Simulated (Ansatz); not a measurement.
## Work function of K(110): what the settings cost and change

How far do functional and pseudopotentials move the work function of K(110), and at what cost?

Method: plane-wave DFT, PBE, Ansatz PAW, in the first sound run; inputs show where later runs differ, in Ansatz 0.2.0.

**1. The structure**

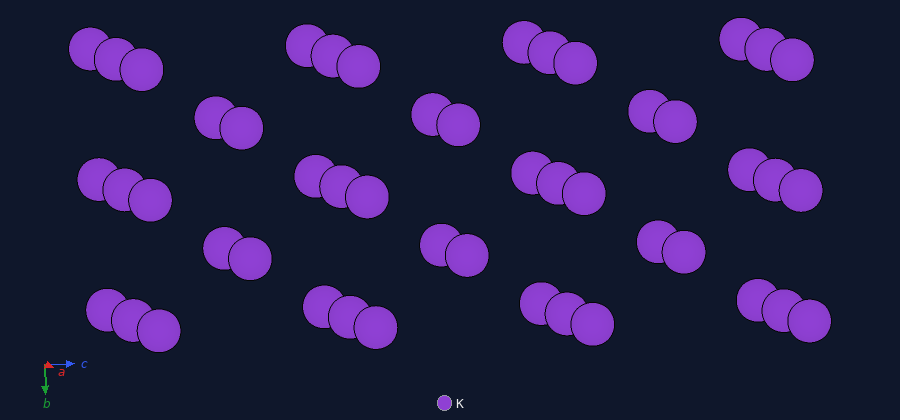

The cell as given, from the side, with the c axis across the page (potassium purple). 2×2×1 cells are drawn. Some periodic images of atoms are drawn too.

The cell holds 7 atoms: 7 K. Cell: a = 4.529 Å, b = 4.529 Å, c = 40.189 Å, α = 90.0°, β = 90.0°, γ = 70.5°. Vacuum lies along c.

**2. Run, setting PBE, Ansatz PAW (420 eV)**

A work function rests on the faint tail of the density, so the SCF threshold is tight. PBE on the default files comes first; the next runs keep the geometry and change functional or files, each at the cutoff that its files recommend; a relaxation and, for heavy metals, spin-orbit coupling close the ladder.

Contents of input.yaml:

```yaml
crystal:
  lattice:
    - [3.6981684656, -2.615, 0.0]
    - [3.6981684656, 2.615, 0.0]
    - [0.0, 0.0, 40.1890107936]
  atoms:
    - { symbol: K, position: [0.0, 0.0, 0.2239418145] }
    - { symbol: K, position: [0.5, 0.5, 0.3159612097] }
    - { symbol: K, position: [0.0, 0.0, 0.4079806048] }
    - { symbol: K, position: [0.5, 0.5, 0.5] }
    - { symbol: K, position: [0.0, 0.0, 0.5920193952] }
    - { symbol: K, position: [0.5, 0.5, 0.6840387903] }
    - { symbol: K, position: [0.0, 0.0, 0.7760581855] }
kpoints:
  mp_grid: { grid: [10, 10, 1] }
hamiltonian:
  xc: pbe
scf:
  occupations: { method: fermi_dirac, width: 0.1 }
  convergence: { dr2_threshold: 1.0e-09 }
efield:
  axis: 3
  dipole_correction: true
  ramp_position: 0.97
  ramp_width: 0.06
output:
  write_potential: true
  write_density: true
  volumetric_format: npy
  elf: true
```

On the command line:

```bash
ansatz run input.yaml --threads 2 --pin off --max-ram 3072MiB --backend cpu --events-out ev --progress --plain --runs-dir out
```

Numbers of over 12 decimals in the logs are rounded to 6 here.

Output:

```text
Engine: ansatz 0.2.0, aarch64-unknown-linux-gnu
Pseudopotentials: kind: paw
Pseudopotential: K, paw, valence charge 9, recommended cutoff 420 eV (normal), K.paw.azcp
Functional definition: PBE
  parameter kappa = 0.804
  parameter beta = 0.066725
  exchange = pbe_x(kappa = kappa, mu = beta*pi^2/3)
  correlation = pbe_c(beta = beta)
Crystal: 7 atoms, lattice volume = 777.313 Å³
Basis set: ecut = 420 eV, 15259 PW (Γ)
Bands: 39, of which v1, the nominal top of the filled ones, is band 32 counted from 1 (31 counted from 0)
Symmetry: 4 space group operations
k-points: 31 of 100
Non-local potential: K, projectors of the file, l = 0: 3, l = 1: 2, l = 2: 2
PAW form: soft (Blöchl's): semilocal exchange-correlation on the pseudo side does not see the compensation charge
PAW one-centre angular grid: K, 110 points (default); XC on 64 Gauss nodes
Initial density: superposition of atomic densities (neutral atoms: chi_scale 0, normalization atom), corrected by the library's trained network
Initial wavefunctions: pseudopotential atomic-orbital guess
Functional: x = pbe(κ = 0.804, μ = 0.219515), c = pbe(β = 0.066725)
SCF iter   1: F=—  HF=-10764.320070 eV  |F-HF|=—  |Δ(HF+E_count)|=         —  Δρ=5.97e-4  dr2=3.02e-1  ethr=1.77e-3  p=0.000 e·Å  D=2.20e-14 V/Å  ΔV_dip=-0.00 eV  dr2_dipole=6.01e-8  V_vac-E_F(+/−)=2.60/2.60 eV  ⟨swp⟩=12.4  Hψ=6094  notcnv=0
efield: sawtooth ramp at fractional position 0.9700 (set: `efield.ramp_position`, or a place that a band, a saddle search or an elastic batch's reference lends), width 0.0600; the density the first Hamiltonian is built on has a dipole p = 0.000 e·Å; the dipole correction subtracts the counter field D = 2.20e-14 V/Å, which shifts the + side's vacuum level by -0.00 eV against the − side's; the planar-averaged density in the ramp window peaks in size at 1.6e-5 e/Å³
preconditioner: auto → LDOS  [metal: Δε(μ)=0.021 eV  Ē_g=1.863 eV  σ=0.100 eV  W_gap=0.05  n_scr=88 (ndim 8)  ℏωp=3.5 eV  f_vac=0.333  D(μ)=5.68/eV (n_scr^D=14)  β→1.0]
SCF iter   2: F=—  HF=-10764.312512 eV  |F-HF|=—  |Δ(HF+E_count)|=   7.56e-3  Δρ=2.07e-4  dr2=7.64e-4  ethr=4.80e-4  p=-0.000 e·Å  D=-1.40e-6 V/Å  ΔV_dip=0.00 eV  dr2_dipole=1.10e-7  V_vac-E_F(+/−)=2.41/2.41 eV  ⟨swp⟩=1.3  Hψ=1470  notcnv=0
SCF iter   3: F=—  HF=-10764.312729 eV  |F-HF|=—  |Δ(HF+E_count)|=   2.17e-4  Δρ=1.75e-4  dr2=2.91e-4  ethr=1.21e-6  p=0.000 e·Å  D=2.51e-7 V/Å  ΔV_dip=-0.00 eV  dr2_dipole=8.48e-11  V_vac-E_F(+/−)=2.40/2.40 eV  ⟨swp⟩=2.7  Hψ=2125  notcnv=0
SCF iter   4: F=—  HF=-10764.312691 eV  |F-HF|=—  |Δ(HF+E_count)|=   3.79e-5  Δρ=6.48e-5  dr2=6.87e-5  ethr=4.62e-7  p=0.000 e·Å  D=2.46e-8 V/Å  ΔV_dip=-0.00 eV  dr2_dipole=1.34e-14  V_vac-E_F(+/−)=2.40/2.40 eV  ⟨swp⟩=2.1  Hψ=1969  notcnv=0
SCF iter   5: F=—  HF=-10764.312684 eV  |F-HF|=—  |Δ(HF+E_count)|=   6.44e-6  Δρ=1.92e-5  dr2=6.02e-6  ethr=1.09e-7  p=-0.000 e·Å  D=-9.12e-8 V/Å  ΔV_dip=0.00 eV  dr2_dipole=2.49e-10  V_vac-E_F(+/−)=2.39/2.39 eV  ⟨swp⟩=2.2  Hψ=1951  notcnv=0
SCF iter   6: F=—  HF=-10764.312836 eV  |F-HF|=—  |Δ(HF+E_count)|=   1.51e-4  Δρ=4.20e-6  dr2=3.67e-7  ethr=9.56e-9  p=-0.000 e·Å  D=-5.18e-8 V/Å  ΔV_dip=0.00 eV  dr2_dipole=1.44e-11  V_vac-E_F(+/−)=2.39/2.39 eV  ⟨swp⟩=2.6  Hψ=2224  notcnv=0
SCF iter   7: F=—  HF=-10764.312836 eV  |F-HF|=—  |Δ(HF+E_count)|=   4.15e-8  Δρ=9.59e-7  dr2=2.46e-8  ethr=5.83e-10  p=-0.000 e·Å  D=-2.45e-8 V/Å  ΔV_dip=0.00 eV  dr2_dipole=1.20e-12  V_vac-E_F(+/−)=2.39/2.39 eV  ⟨swp⟩=2.2  Hψ=2048  notcnv=0
SCF iter   8: F=—  HF=-10764.312836 eV  |F-HF|=—  |Δ(HF+E_count)|=   4.35e-9  Δρ=6.34e-7  dr2=4.59e-9  ethr=3.91e-11  p=-0.000 e·Å  D=-7.43e-9 V/Å  ΔV_dip=0.00 eV  dr2_dipole=3.99e-13  V_vac-E_F(+/−)=2.39/2.39 eV  ⟨swp⟩=2.5  Hψ=2239  notcnv=0
SCF iter   9: F=-10764.312836 eV  HF=-10764.312836 eV  |F-HF|=5.82e-11  |Δ(HF+E_count)|=  1.09e-10  Δρ=9.78e-8  dr2=3.44e-10  ethr=1.59e-12  p=0.000 e·Å  D=7.31e-10 V/Å  ΔV_dip=-0.00 eV  dr2_dipole=8.63e-13  V_vac-E_F(+/−)=2.39/2.39 eV  ⟨swp⟩=8.1  Hψ=3486  notcnv=0
SCF 1 converged in 9 iterations: F = -10764.312836 eV  dr2 = 3.44e-10
  greatest PAW one-centre occupation: 0.988 electrons in one spin orbital (limit 2), on the K atom at site 0 (counted from 0), in its partial waves of l = 0
WARN: The output density's exchange-correlation potential varies sharply where the density is thin. Do not read a vacuum level from v_tot or v_xc, or from such a field of the output density. On a cell that repeats whose density bears no net charge and no dipole along the vacuum's axis use v_es (v_loc + v_h of the components); under efield.dipole_correction with no amplitude use v_es + v_field, which holds any externa [...]
SCF converged after 9 iterations
Free energy (F): -10764.312836 eV
Harris-Foulkes:  -10764.312836 eV  (|F-HF|=5.82e-11)
Internal energy: -10764.125245 eV  (E = F + TS)
E sigma→0 (E₀):  -10764.219041 eV
Entropy (-TS):   -0.187590 eV (-26.799 meV/atom)
Fermi energy:    0.401692 eV
Dipole field:    D = -0.000001 V/Å  (p = -0.000003 e·Å, saw-weighted, corrected)
Work function:   Φ+ = 2.3908 eV   Φ− = 2.3908 eV
Levels:          The Fermi level and band energies are counted from a zero that moves with the ramp; work functions are not
--- Per-component energies (eV) ---
  E_band       = -1087.810733
  E_kinetic    = 1765.608722
  E_local      = -21478.302269  (includes V_loc(G=0)·N_el)
  E_nonlocal   = 90.683998
  E_hartree    = 9938.869776
  E_xc         = -936.258754
  E_vxc        = -1141.214174  (∫ρ·V_xc dr)
  E_paw        = -5472.970408  (= ΣΔE_a)
  E_vpaw       = -202.324170  (= ΣTr[D̂ρ^β])
  E_aug_tail   = -0.000024  (compensation charges beyond the density's cutoff)
  E_efield     = 0.000000  (sawtooth field / dipole correction)
  E_vefield    = 0.000000  (∫n·V_field dr)
  E_ewald      = 5328.243713
  E_smearing   = -0.187590  (= −TS)
  E_closure    = 0.000000  (closes the sum)
  Σ components = -10764.312836   (vs F -10764.312836, Δ=0.00e0)
--- Band table (eV; the first three rows and the last of 31) ---
  k-point 0: bands = [... 28 lower, -1.7453, -1.5990, -1.3563, -1.0167, -0.5947, -0.1089, 0.4089, 1.0620, ... 3 higher]
  k-point 1: bands = [... 28 lower, -1.6502, -1.5049, -1.2637, -0.9259, -0.5058, -0.0219, 0.4944, 1.1155, ... 3 higher]
  k-point 2: bands = [... 28 lower, -1.3698, -1.2275, -0.9909, -0.6590, -0.2452, 0.2322, 0.7419, 1.2748, ... 3 higher]
  k-point 30: bands = [... 28 lower, 0.8971, 1.0461, 1.1244, 1.1933, 1.2820, 1.3119, 1.4854, 1.5777, ... 3 higher]
```

It took 2.3 min on 2 threads of Arm Neoverse N1, shared host; peak memory 1.3 GiB.

Numbers from this step:

```yaml
energy_at_zero_smearing: -10764.2190 eV
work_function_upper_face: 2.391 eV
```

Running mean over 3.698 Å of the planar mean; the ramp of the sawtooth is left out. Electron's electrostatic potential energy less the Fermi level against z:

```
z (Å)  electron's electrostatic potential energy less the Fermi level (eV)
  5.0                                                                 2.32
  7.5                                                              -0.0241
 10.0                                                               -0.729
 12.5                                                               -0.684
 15.0                                                               -0.681
 17.5                                                               -0.684
 20.0                                                               -0.688
 22.5                                                               -0.684
 25.0                                                               -0.681
 27.5                                                               -0.684
 30.0                                                               -0.715
 32.5                                                               -0.300
 35.0                                                                 2.29
```

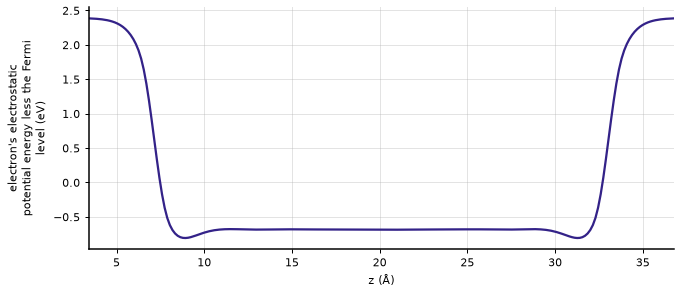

Electron's electrostatic potential energy less the Fermi level against z.

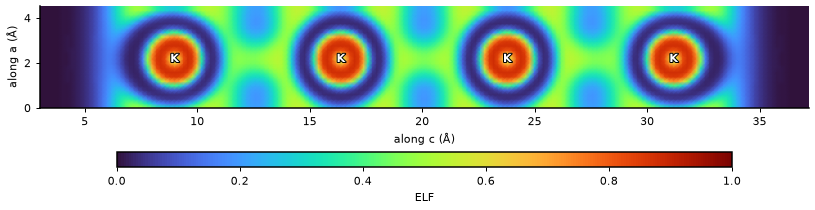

ELF in the ca plane at fractional y = 0.000, with atoms of K within 0.2 Å of it. It is the smooth field of the valence electrons, not physical close to the nuclei. The map starts off the cell's origin, so that atoms lie inside it. The far vacuum is left out of the map.

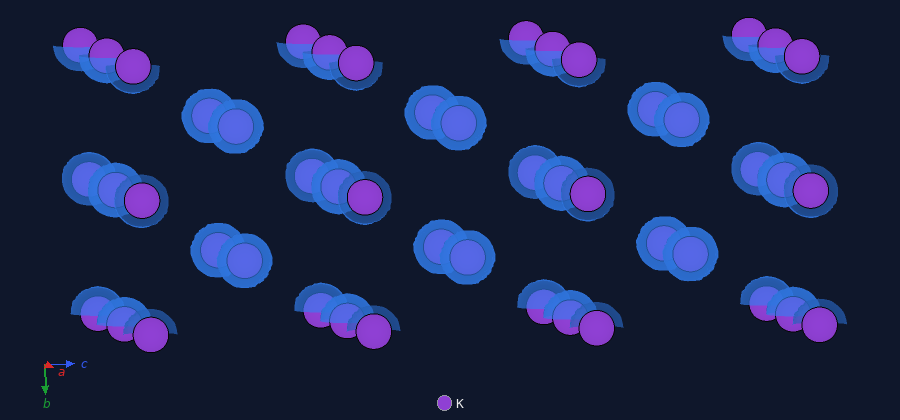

Surface of ELF = 0.8. 2×2×1 cells are drawn.

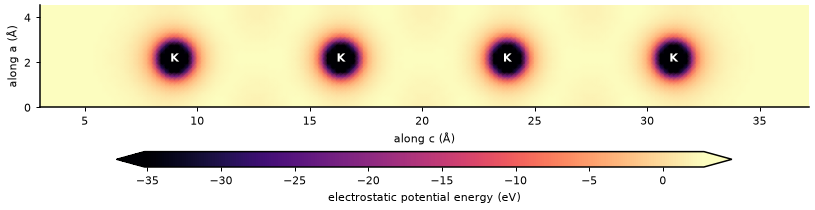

Electrostatic potential energy in the ca plane at fractional y = 0.000, with atoms of K within 0.2 Å of it. With pseudopotentials it is smooth inside the atoms' cores, unlike the true potential. The map starts off the cell's origin, so that atoms lie inside it. The far vacuum is left out of the map.

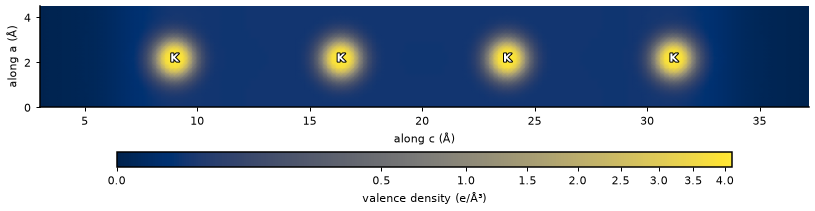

Valence density in the ca plane at fractional y = 0.000, with atoms of K within 0.2 Å of it. It is the smooth field of the valence electrons, not physical close to the nuclei. The map starts off the cell's origin, so that atoms lie inside it. The colour scale is stretched toward low values. The far vacuum is left out of the map.

The work function is 2.391 eV.

**3. Run**

This step: plane-wave DFT, LDA, Ansatz PAW (Ansatz 0.2.0).

Changes to input.yaml since step 2:

```diff
@@ -16,3 +16,3 @@
 hamiltonian:
-  xc: pbe
+  xc: lda
 scf:
@@ -29,2 +29 @@
   volumetric_format: npy
-  elf: true
```

Output:

```text
[...]
Crystal: 7 atoms, lattice volume = 777.313 Å³
Basis set: ecut = 420 eV, 15259 PW (Γ)
Bands: 39, of which v1, the nominal top of the filled ones, is band 32 counted from 1 (31 counted from 0)
Symmetry: 4 space group operations
k-points: 31 of 100
[...]
k-point 1: bands = [... 28 lower, -1.8314, -1.6852, -1.4431, -1.1043, -0.6833, -0.1989, 0.3157, 0.9875, ... 3 higher]
  k-point 2: bands = [... 28 lower, -1.5495, -1.4064, -1.1691, -0.8361, -0.4210, 0.0578, 0.5686, 1.1423, ... 3 higher]
  k-point 30: bands = [... 28 lower, 0.6861, 0.8392, 0.9949, 1.0612, 1.0822, 1.1754, 1.3430, 1.3897, ... 3 higher]
[key lines of the parts left out:]
SCF converged after 9 iterations
Free energy (F): -10473.465292 eV
Fermi energy:    0.228253 eV
Dipole field:    D = -0.000001 V/Å  (p = -0.000003 e·Å, saw-weighted, corrected)
Work function:   Φ+ = 2.5192 eV   Φ− = 2.5192 eV
```

Elapsed: 2.2 min, on 2 threads; peak memory 1.3 GiB; 3.8 min of CPU time.

The work function is 2.519 eV, +0.128 eV from the run “PBE, Ansatz PAW (420 eV)”, at 0.98 times its CPU time.

**4. Run**

This step: plane-wave DFT, PBEsol, Ansatz PAW (Ansatz 0.2.0).

Changes to input.yaml since step 3:

```diff
@@ -16,3 +16,3 @@
 hamiltonian:
-  xc: lda
+  xc: pbesol
 scf:
```

Output:

```text
[...]
Crystal: 7 atoms, lattice volume = 777.313 Å³
Basis set: ecut = 420 eV, 15259 PW (Γ)
Bands: 39, of which v1, the nominal top of the filled ones, is band 32 counted from 1 (31 counted from 0)
Symmetry: 4 space group operations
k-points: 31 of 100
[...]
k-point 1: bands = [... 28 lower, -1.6877, -1.5424, -1.3012, -0.9629, -0.5421, -0.0583, 0.4564, 1.0763, ... 3 higher]
  k-point 2: bands = [... 28 lower, -1.4072, -1.2650, -1.0285, -0.6959, -0.2814, 0.1957, 0.7038, 1.2358, ... 3 higher]
  k-point 30: bands = [... 28 lower, 0.8600, 1.0093, 1.0863, 1.1545, 1.2457, 1.2730, 1.4474, 1.5424, ... 3 higher]
[key lines of the parts left out:]
SCF converged after 10 iterations
Free energy (F): -10611.994560 eV
Fermi energy:    0.364429 eV
Dipole field:    D = 0.000000 V/Å  (p = 0.000002 e·Å, saw-weighted, corrected)
Work function:   Φ+ = 2.4100 eV   Φ− = 2.4100 eV
```

Elapsed: 2.2 min, on 2 threads; peak memory 1.3 GiB.

The work function is 2.410 eV, +0.019 eV from the run “PBE, Ansatz PAW (420 eV)”, at 0.99 times its CPU time.

**5. Slab**

This step: plane-wave DFT, RPBE, Ansatz PAW (Ansatz 0.2.0).

Changes to input.yaml since step 4:

```diff
@@ -16,3 +16,3 @@
 hamiltonian:
-  xc: pbesol
+  xc: rpbe
 scf:
```

Output:

```text
[...]
Crystal: 7 atoms, lattice volume = 777.313 Å³
Basis set: ecut = 420 eV, 15259 PW (Γ)
Bands: 39, of which v1, the nominal top of the filled ones, is band 32 counted from 1 (31 counted from 0)
Symmetry: 4 space group operations
k-points: 31 of 100
[...]
k-point 1: bands = [... 28 lower, -1.5350, -1.3903, -1.1500, -0.8134, -0.3945, 0.0884, 0.6043, 1.1942, ... 3 higher]
  k-point 2: bands = [... 28 lower, -1.2557, -1.1141, -0.8783, -0.5475, -0.1352, 0.3405, 0.8482, 1.3560, ... 3 higher]
  k-point 30: bands = [... 28 lower, 1.0265, 1.1723, 1.2053, 1.2753, 1.3959, 1.4028, 1.5716, 1.6897, ... 3 higher]
[key lines of the parts left out:]
SCF converged after 10 iterations
Free energy (F): -10794.393152 eV
Fermi energy:    0.508908 eV
Dipole field:    D = -0.000001 V/Å  (p = -0.000003 e·Å, saw-weighted, corrected)
Work function:   Φ+ = 2.3161 eV   Φ− = 2.3162 eV
```

It took 2.2 min on 2 threads; peak memory 1.3 GiB; 3.9 min of CPU time.

The work function is 2.316 eV, -0.075 eV from the run “PBE, Ansatz PAW (420 eV)”, at 0.99 times its CPU time.

**6. Run**

This step: plane-wave DFT, r2SCAN, Ansatz PAW (Ansatz 0.2.0).

Changes to input.yaml since step 5:

```diff
@@ -16,3 +16,3 @@
 hamiltonian:
-  xc: rpbe
+  xc: r2scan
 scf:
```

Output:

```text
[...]
Crystal: 7 atoms, lattice volume = 777.313 Å³
Basis set: ecut = 500 eV, 19799 PW (Γ), exchange–correlation on 144×144×1200 points (64 copies of the dense FFT grid, shifted against one another)
Bands: 39, of which v1, the nominal top of the filled ones, is band 32 counted from 1 (31 counted from 0)
Symmetry: 4 space group operations
k-points: 31 of 100
[...]
k-point 1: bands = [... 28 lower, -1.7444, -1.5909, -1.3339, -0.9722, -0.5213, -0.0025, 0.5497, 1.1184, ... 3 higher]
  k-point 2: bands = [... 28 lower, -1.4455, -1.2951, -1.0430, -0.6877, -0.2442, 0.2658, 0.8057, 1.3001, ... 3 higher]
  k-point 30: bands = [... 28 lower, 1.0650, 1.1287, 1.2044, 1.2181, 1.3392, 1.4577, 1.5387, 1.7515, ... 3 higher]
[key lines of the parts left out:]
SCF converged after 10 iterations
Free energy (F): -10797.120030 eV
Fermi energy:    0.443922 eV
Dipole field:    D = 0.000000 V/Å  (p = 0.000001 e·Å, saw-weighted, corrected)
Work function:   Φ+ = 2.3824 eV   Φ− = 2.3825 eV
```

The job ended after 4.7 min (2 threads; peak memory 2.7 GiB).

The work function is 2.382 eV, -0.008 eV from the run “PBE, Ansatz PAW (420 eV)”, at 2.1 times its CPU time.

**7. Run**

This step: plane-wave DFT, PBE, JTH PAW (Ansatz 0.2.0).

Changes to input.yaml since step 6:

```diff
@@ -16,3 +16,4 @@
 hamiltonian:
-  xc: r2scan
+  xc: pbe
+  pseudopotentials: { kind: paw, source: jth }
 scf:
```

Output:

```text
[...]
k-point 1: bands = [... 28 lower, -1.6429, -1.4975, -1.2562, -0.9183, -0.4981, -0.0139, 0.5028, 1.1230, ... 3 higher]
  k-point 2: bands = [... 28 lower, -1.3624, -1.2201, -0.9834, -0.6513, -0.2374, 0.2402, 0.7502, 1.2827, ... 3 higher]
  k-point 30: bands = [... 28 lower, 0.9065, 1.0553, 1.1318, 1.2008, 1.2910, 1.3199, 1.4938, 1.5867, ... 3 higher]
[key lines of the parts left out:]
SCF converged after 10 iterations
Free energy (F): -10762.858154 eV
Fermi energy:    0.409778 eV
Dipole field:    D = 0.000001 V/Å  (p = 0.000004 e·Å, saw-weighted, corrected)
Work function:   Φ+ = 2.3910 eV   Φ− = 2.3910 eV
```

The job ended after 4.6 min (2 threads; peak memory 2.5 GiB).

The work function is 2.391 eV, +0.000 eV from the run “PBE, Ansatz PAW (420 eV)”, at 2.1 times its CPU time.

**8. Slab**

This step: plane-wave DFT, PBE, norm-conserving (Ansatz 0.2.0).

Changes to input.yaml since step 7:

```diff
@@ -17,3 +17,3 @@
   xc: pbe
-  pseudopotentials: { kind: paw, source: jth }
+  pseudopotentials: { kind: nc }
 scf:
```

Output:

```text
[...]
Crystal: 7 atoms, lattice volume = 777.313 Å³
Basis set: ecut = 850 eV, 43823 PW (Γ)
Bands: 39, of which v1, the nominal top of the filled ones, is band 32 counted from 1 (31 counted from 0)
Symmetry: 4 space group operations
k-points: 31 of 100
[...]
k-point 1: bands = [... 28 lower, -1.6199, -1.4745, -1.2334, -0.8956, -0.4755, 0.0085, 0.5248, 1.1457, ... 3 higher]
  k-point 2: bands = [... 28 lower, -1.3395, -1.1972, -0.9606, -0.6286, -0.2148, 0.2625, 0.7723, 1.3051, ... 3 higher]
  k-point 30: bands = [... 28 lower, 0.9276, 1.0765, 1.1547, 1.2235, 1.3124, 1.3422, 1.5157, 1.6081, ... 3 higher]
[key lines of the parts left out:]
SCF converged after 10 iterations
Free energy (F): -5383.416817 eV
Fermi energy:    0.432037 eV
Dipole field:    D = 0.000001 V/Å  (p = 0.000003 e·Å, saw-weighted, corrected)
Work function:   Φ+ = 2.3908 eV   Φ− = 2.3908 eV
```

The job ended after 5.6 min (2 threads; peak memory 2.2 GiB; 10 min of CPU time).

The work function is 2.391 eV, -0.000 eV from the run “PBE, Ansatz PAW (420 eV)”, at 2.6 times its CPU time.

(Part 1 of 2 ends here.)

[Logs are printed without paths, hosts, clocks, repeated set-up lines and the standing remarks that a program may print on its own settings, such as how far it seeks lower states.]

[Hosts, paths, dates, database ids (printed as entryN), source tags and the programs' standing remarks are cut or masked in the printed files.]

[Maps of the electrostatic potential energy from Ansatz leave out the sawtooth potential of an applied field or a dipole correction, so their vacuum need not be flat; planar profiles and work functions include it.]
